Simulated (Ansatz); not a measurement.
Molecular dynamics, with input and output: C₂H₃ClOZn (part 2 of 2)

C₂H₃ClOZn; RKS r2SCAN-d3bj/6-31G* (Ansatz 0.2.0). The geometry comes from this level: PBE0-D4/def2-TZVP.

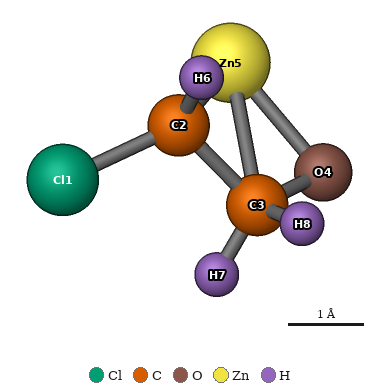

Figure 1. The geometry at step 14 of the log (ball-and-stick view, seen at a tilt; atoms are numbered from 1 in the order of the input).

**Trajectory as extended XYZ, continued**
```
8
Properties=species:S:1:pos:R:3:forces:R:3 step=7 time_fs=7.0 energy=-65097.50849 temperature=366.3
Cl   -1.8309    0.4527    1.2425    0.0073   0.2599   0.3001
C    -0.3368    0.6592    0.3616    0.1335   0.8290  -0.8051
C     0.2987   -0.6158   -0.1566   -0.7620  -1.6688  -1.6457
O     0.8943   -0.5014   -1.4405   -0.0325   1.7383  -0.1468
Zn   -0.0072    1.2028   -1.5168    0.1894  -1.0330  -0.2498
H     0.4216    1.2881    0.8392   -0.3986  -0.0043   0.8383
H    -0.4637   -1.4355   -0.2910    0.4212   0.5536   1.0306
H     1.0918   -0.8444    0.5379    0.4418  -0.6746   0.6784
8
Properties=species:S:1:pos:R:3:forces:R:3 step=8 time_fs=8.0 energy=-65097.47054 temperature=323.2
Cl   -1.8307    0.4507    1.2450    0.0364   0.2858   0.2509
C    -0.3410    0.6663    0.3520   -0.1199   0.6554  -0.7955
C     0.2977   -0.6118   -0.1575   -1.6865  -1.4352  -2.3618
O     0.8954   -0.5048   -1.4431   -0.0844   1.7377  -0.0937
Zn   -0.0059    1.2024   -1.5155    0.1906  -1.0327  -0.3651
H     0.4074    1.2947    0.8283   -0.2004   0.1314   0.9588
H    -0.4638   -1.4344   -0.2722    0.3874   0.5814   0.8926
H     1.0575   -0.8330    0.5244    1.4767  -0.9237   1.5139
8
Properties=species:S:1:pos:R:3:forces:R:3 step=9 time_fs=9.0 energy=-65097.47995 temperature=338.0
Cl   -1.8306    0.4487    1.2477    0.0475   0.2993   0.1926
C    -0.3453    0.6739    0.3418   -0.2717   0.5248  -0.6788
C     0.2954   -0.6090   -0.1604   -1.8042  -1.1670  -2.4669
O     0.8964   -0.5072   -1.4458   -0.1647   1.6833  -0.0078
Zn   -0.0045    1.2019   -1.5143    0.1917  -1.0083  -0.4824
H     0.3914    1.3025    0.8265   -0.0658   0.1900   0.9799
H    -0.4601   -1.4277   -0.2449    0.1946   0.4274   0.6691
H     1.0373   -0.8304    0.5255    1.8725  -0.9496   1.7942
8
Properties=species:S:1:pos:R:3:forces:R:3 step=10 time_fs=10.0 energy=-65097.56185 temperature=436.0
Cl   -1.8304    0.4469    1.2503    0.0391   0.3002   0.1268
C    -0.3499    0.6819    0.3311   -0.2761   0.4769  -0.4231
C     0.2916   -0.6071   -0.1652   -0.8951  -0.9820  -1.7218
O     0.8974   -0.5085   -1.4484   -0.2748   1.5805   0.1072
Zn   -0.0031    1.2012   -1.5132    0.1926  -0.9566  -0.6027
H     0.3748    1.3122    0.8342   -0.0391   0.1355   0.8702
H    -0.4546   -1.4170   -0.2111   -0.1193   0.1229   0.3949
H     1.0350   -0.8369    0.5437    1.3728  -0.6774   1.2485
8
Properties=species:S:1:pos:R:3:forces:R:3 step=11 time_fs=11.0 energy=-65097.63482 temperature=525.1
Cl   -1.8301    0.4451    1.2531    0.0122   0.2906   0.0556
C    -0.3546    0.6903    0.3200   -0.1513   0.5025  -0.0354
C     0.2871   -0.6061   -0.1714    0.4619  -0.8454  -0.5670
O     0.8982   -0.5089   -1.4510   -0.4070   1.4392   0.2416
Zn   -0.0017    1.2003   -1.5121    0.1941  -0.8808  -0.7244
H     0.3577    1.3231    0.8501   -0.1062  -0.0180   0.6359
H    -0.4502   -1.4050   -0.1736   -0.4544  -0.2350   0.1160
H     1.0459   -0.8499    0.5739    0.4507  -0.2530   0.2777
8
Properties=species:S:1:pos:R:3:forces:R:3 step=12 time_fs=12.0 energy=-65097.63629 temperature=529.5
Cl   -1.8299    0.4434    1.2558   -0.0308   0.2748  -0.0182
C    -0.3595    0.6991    0.3089    0.0318   0.5505   0.4357
C     0.2829   -0.6057   -0.1781    1.5580  -0.7470   0.4595
O     0.8987   -0.5084   -1.4535   -0.5428   1.2736   0.3777
Zn   -0.0003    1.1994   -1.5112    0.1968  -0.7886  -0.8446
H     0.3397    1.3339    0.8721   -0.2057  -0.2126   0.3234
H    -0.4502   -1.3953   -0.1349   -0.6640  -0.4881  -0.1384
H     1.0611   -0.8653    0.6067   -0.3432   0.1375  -0.5951
8
Properties=species:S:1:pos:R:3:forces:R:3 step=13 time_fs=13.0 energy=-65097.58644 temperature=469.2
Cl   -1.8297    0.4417    1.2585   -0.0875   0.2571  -0.0910
C    -0.3643    0.7084    0.2981    0.1922   0.5596   0.9204
C     0.2800   -0.6058   -0.1843    2.0816  -0.7558   1.1827
O     0.8990   -0.5072   -1.4557   -0.6595   1.1005   0.4919
Zn    0.0012    1.1983   -1.5104    0.2006  -0.6894  -0.9610
H     0.3197    1.3426    0.8973   -0.2690  -0.3795  -0.0007
H    -0.4565   -1.3903   -0.0976   -0.6386  -0.5079  -0.3751
H     1.0730   -0.8794    0.6338   -0.8198   0.4155  -1.1673
8
Properties=species:S:1:pos:R:3:forces:R:3 step=14 time_fs=14.0 energy=-65097.53060 temperature=399.4
Cl   -1.8295    0.4402    1.2612   -0.1555   0.2406  -0.1590
C    -0.3690    0.7181    0.2881    0.2755   0.4841   1.3517
C     0.2788   -0.6066   -0.1897    2.0686  -0.8773   1.6524
O     0.8988   -0.5053   -1.4576   -0.7392   0.9349   0.5632
Zn    0.0027    1.1971   -1.5097    0.2046  -0.5925  -1.0709
H     0.2971    1.3477    0.9224   -0.2506  -0.4685  -0.2739
H    -0.4689   -1.3901   -0.0639   -0.3939  -0.3002  -0.6115
H     1.0770   -0.8895    0.6498   -1.0093   0.5790  -1.4521
8
Properties=species:S:1:pos:R:3:forces:R:3 step=15 time_fs=15.0 energy=-65097.49608 temperature=355.3
Cl   -1.8294    0.4387    1.2639   -0.2331   0.2269  -0.2187
C    -0.3735    0.7282    0.2792    0.2611   0.3045   1.6792
C     0.2793   -0.6082   -0.1937    1.6932  -1.0045   1.9131
O     0.8982   -0.5028   -1.4592   -0.7737   0.7863   0.5804
Zn    0.0042    1.1959   -1.5092    0.2082  -0.5056  -1.1703
H     0.2721    1.3483    0.9449   -0.1350  -0.4564  -0.4510
H    -0.4851   -1.3928   -0.0360   -0.0525   0.0084  -0.8393
H     1.0714   -0.8941    0.6519   -0.9682   0.6405  -1.4931
8
Properties=species:S:1:pos:R:3:forces:R:3 step=16 time_fs=16.0 energy=-65097.48881 temperature=344.8
Cl   -1.8293    0.4372    1.2665   -0.3174   0.2163  -0.2676
C    -0.3777    0.7385    0.2716    0.1556   0.0254   1.8733
C     0.2811   -0.6105   -0.1962    1.0946  -1.0031   1.9249
O     0.8971   -0.4999   -1.4604   -0.7639   0.6591   0.5437
Zn    0.0058    1.1945   -1.5088    0.2109  -0.4340  -1.2544
H     0.2458    1.3446    0.9631    0.0698  -0.3434  -0.5081
H    -0.5018   -1.3955   -0.0162    0.2562   0.2814  -1.0258
H     1.0566   -0.8925    0.6397   -0.7058   0.5983  -1.2860
8
Properties=species:S:1:pos:R:3:forces:R:3 step=17 time_fs=17.0 energy=-65097.49425 temperature=349.0
Cl   -1.8293    0.4358    1.2690   -0.4038   0.2087  -0.3043
C    -0.3818    0.7489    0.2655   -0.0140  -0.3271   1.9305
C     0.2838   -0.6136   -0.1971    0.3110  -0.7828   1.5874
O     0.8955   -0.4965   -1.4613   -0.7171   0.5534   0.4636
Zn    0.0074    1.1931   -1.5087    0.2121  -0.3787  -1.3182
H     0.2202    1.3376    0.9764    0.3364  -0.1502  -0.4461
H    -0.5161   -1.3954   -0.0061    0.4592   0.4412  -1.1383
H     1.0349   -0.8852    0.6151   -0.1838   0.4355  -0.7746
8
Properties=species:S:1:pos:R:3:forces:R:3 step=18 time_fs=18.0 energy=-65097.48058 temperature=329.3
Cl   -1.8294    0.4345    1.2714   -0.4853   0.2040  -0.3291
C    -0.3860    0.7590    0.2610   -0.2013  -0.7060   1.8818
C     0.2867   -0.6173   -0.1968   -0.6527  -0.3191   0.8288
O     0.8936   -0.4928   -1.4619   -0.6444   0.4670   0.3576
Zn    0.0090    1.1917   -1.5087    0.2106  -0.3361  -1.3588
H     0.1978    1.3291    0.9855    0.6172   0.0802  -0.2998
H    -0.5259   -1.3911   -0.0070    0.5359   0.4644  -1.1584
H     1.0116   -0.8738    0.5832    0.6200   0.1455   0.0779
8
Properties=species:S:1:pos:R:3:forces:R:3 step=19 time_fs=19.0 energy=-65097.43189 temperature=270.3
Cl   -1.8297    0.4333    1.2738   -0.5533   0.2024  -0.3435
C    -0.3903    0.7685    0.2580   -0.3435  -1.0470   1.7954
C     0.2891   -0.6213   -0.1958   -1.6251   0.3142  -0.1968
O     0.8912   -0.4889   -1.4623   -0.5581   0.3973   0.2440
Zn    0.0107    1.1902   -1.5090    0.2040  -0.2983  -1.3761
H     0.1813    1.3214    0.9916    0.8467   0.2853  -0.1413
H    -0.5307   -1.3824   -0.0190    0.4880   0.3530  -1.0809
H     0.9941   -0.8610    0.5520    1.5414  -0.2069   1.0992
8
Properties=species:S:1:pos:R:3:forces:R:3 step=20 time_fs=20.0 energy=-65097.39672 temperature=230.9
Cl   -1.8301    0.4320    1.2761   -0.5998   0.2048  -0.3492
C    -0.3949    0.7772    0.2564   -0.3792  -1.2863   1.7542
C     0.2902   -0.6251   -0.1949   -2.0974   0.9245  -0.9531
O     0.8885   -0.4847   -1.4626   -0.4682   0.3423   0.1362
Zn    0.0124    1.1886   -1.5094    0.1890  -0.2553  -1.3730
H     0.1729    1.3164    0.9965    0.9577   0.4007  -0.0581
H    -0.5307   -1.3703   -0.0413    0.3217   0.1182  -0.9132
H     0.9914   -0.8501    0.5313    2.0761  -0.4488   1.7563
```

This output came from the following input.

**Input**
```yaml
crystal:
  periodic: [false, false, false]
  atoms:
    - {symbol: Cl, position_ang: [-1.832948, 0.468236, 1.227180]}
    - {symbol: C, position_ang: [-0.296711, 0.631288, 0.412183]}
    - {symbol: C, position_ang: [0.323317, -0.671873, -0.161460]}
    - {symbol: O, position_ang: [0.886443, -0.452011, -1.425580]}
    - {symbol: Zn, position_ang: [-0.015764, 1.201461, -1.525649]}
    - {symbol: H, position_ang: [0.373732, 1.194963, 1.058992]}
    - {symbol: H, position_ang: [-0.459884, -1.440930, -0.179806]}
    - {symbol: H, position_ang: [1.113913, -0.988234, 0.538240]}
basis:
  gaussian: {orbitals: "6-31G*"}
hamiltonian: {xc: {name: r2SCAN}, dispersion: d3bj}
md: {timestep: 1 fs, n_steps: 20, ensemble: nve, temperature: 700, initial_velocities: maxwell_boltzmann, seed: 137}
```

Launched with:
```bash
ansatz run in.yaml --threads 4 --pin off --events-out ev --progress --plain --max-ram 10444MiB
```

**Summary**

| quantity | value |
| --- | --- |
| outcome | finished |
| mean temperature over the second half | 385 K |
| trajectory | 20 steps, 20 fs |
| ensemble | nve |
| temperature in the input | 700 K |
| time step | 1 fs |
| potential energy (last step) | −65097.3967 eV |
| mean-field energy (last step) | −65097.3446 eV |
| dispersion energy (last step) | −0.0521 eV |
| SCF solution under orbital rotations (last step) | stable |
| largest force (length of the vector) (last step) | 2.756 eV/Å |
| dipole moment (last step) | 3.12 D |
| hardware | 4 threads of AMD EPYC, 15 GiB of memory available, shared host |
| wall time | 22 s (CPU time 80 s) |
| peak memory | 0.21 GiB |

**Notes**

The program warns: the dispersion correction has no parameters fitted for this combination and takes those fitted for r2SCAN with other terms. So short a trajectory is not equilibrated.
